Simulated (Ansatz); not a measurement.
One crystal and one scan (scan of one atom of the cell) at two levels, PBE (plane waves to 420 eV, PAW, scalar-relativistic; Ansatz, an electronic-structure program) and r2SCAN (plane waves to 500 eV, PAW, scalar-relativistic; Ansatz), each from its own relaxed cell and on its own mesh. The cell shown is that of PBE.

Relaxed Rh (fcc, Cu type):

```
CELL_PARAMETERS angstrom
      3.83006     0.00000     0.00000
      0.00000     3.83006     0.00000
      0.00000     0.00000     3.83006
ATOMIC_POSITIONS crystal
  Rh 0.00000 0.00000 0.00000
  Rh 0.50000 0.50000 0.00000
  Rh 0.50000 0.00000 0.50000
  Rh 0.00000 0.50000 0.50000
```

In each cell atom 1 (Rh, nearest neighbour Rh at 2.708 Å; its periodic images, 3.8 Å or more away, move with it) moves by s·(1.000, 0.000, 0.000) (along Cartesian x), the rest being held.

E stands for the smeared free energy. Rh is run without spin polarisation. Rh was relaxed with its symmetry unable to fall. With partly filled bands, energies and forces of such displacements shift with the k mesh and the smearing. Percentages come from the unrounded values. Both scans cover s from -0.270 to 0.270 Å.

| quantity | PBE | r2SCAN | PBE − r2SCAN |
|---|---|---|---|
| Lattice constant a (Å) | 3.830 | 3.800 | +0.030 (+0.8 %) |
| Energy at s = 0.270 Å (meV/cell) | 402 | 429 | -27 (-6.4 %) |
| Force along the line at s = -0.270 Å (eV/Å) | 3.068 | 3.274 | -0.206 (-6.3 %) |
| Force constant k = d²E/ds² at s = 0 (finite differences) (eV/Å²) | 10.84 | 11.62 | -0.78 (-6.7 %) |

PBE gives the higher value for: lattice constant a. PBE gives the lower value for: energy at s = 0.270 Å; force along the line at s = -0.270 Å; force constant k = d²E/ds² at s = 0. Both give the same symmetry of the curve: even: the same for both signs.

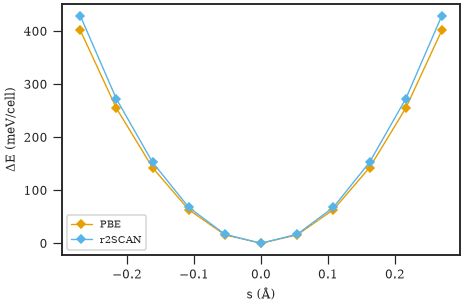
Fig. 1. ΔE, each from the undisplaced structure of its own level.

(For displaced atoms, the force is minus the slope of the energy, and its curvature is a force constant, which sets phonon frequencies.)
